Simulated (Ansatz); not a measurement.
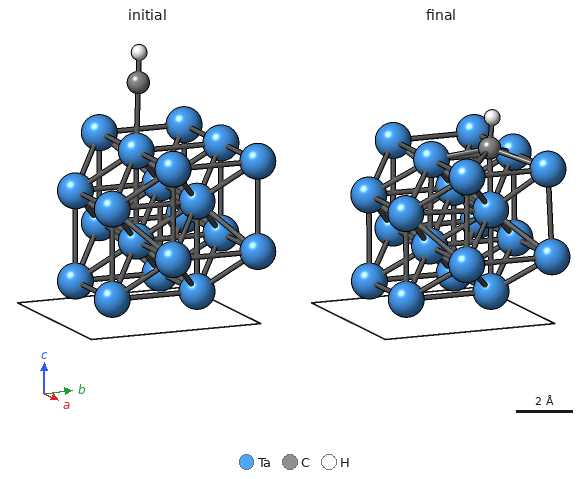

The structure of a slab of composition Ta$_{16}$HC before (left) and after (right) a constrained relaxation, at one scale.

The picture is a ball-and-stick view of the cell of the calculation, outlined in the plane, without the vacuum (origin shifted), seen slightly off an axis.

It is CH on Ta(100), set down by a guess. The run prepares the start of a later molecular dynamics calculation, from a guessed geometry. 4 atoms are held fixed.

These are results of DFT PBEsol, scalar-relativistic, plane waves, PAW (Ansatz), not measurements. (plane-wave cutoff 420 eV; k-point mesh 3 × 3 × 1; occupations fermi dirac; smearing width 0.05 eV; no spin polarisation; atoms relaxed in a fixed cell; force threshold 0.08 eV/Å; at most 25 steps)

> What changed between the two?

The relaxation stopped without meeting its thresholds, so the last structure isn't shown to be converged. It used up its limit of 25 steps. The H atom moves most: 3.16 Å at 45° to the normal (−c side). By element the largest moves are H 3.16 Å, C 3.12 Å, Ta 0.39 Å. The lattice vectors keep their values. Among the contacts that change: C–Ta 5.248 → 2.347 Å, C–Ta 4.743 → 2.234 Å, C–Ta 4.101 → 2.263 Å, C–Ta 4.127 → 2.420 Å. New bonds form, among them: C–Ta (4.10 → 2.26 Å), C–Ta (4.13 → 2.42 Å), C–Ta (4.74 → 2.23 Å), C–Ta (5.25 → 2.35 Å). Bond angles that change, for instance: Ta–C–H 177.7° → 109.0°. After 24 geometry steps the energy has fallen by 6.670 eV per cell of the calculation. Largest force component: 4.8 eV/Å at the start, 0.4 eV/Å at the end. The run took 3.9 min on 4 threads of AMD EPYC 7B13 (Zen 3) (shared host), peak memory 2.1 GiB.

Limits of the set-up: the program's low-accuracy preset was used; the periodic images lie only 6.6 Å apart, so the values are limited by the cell's size.
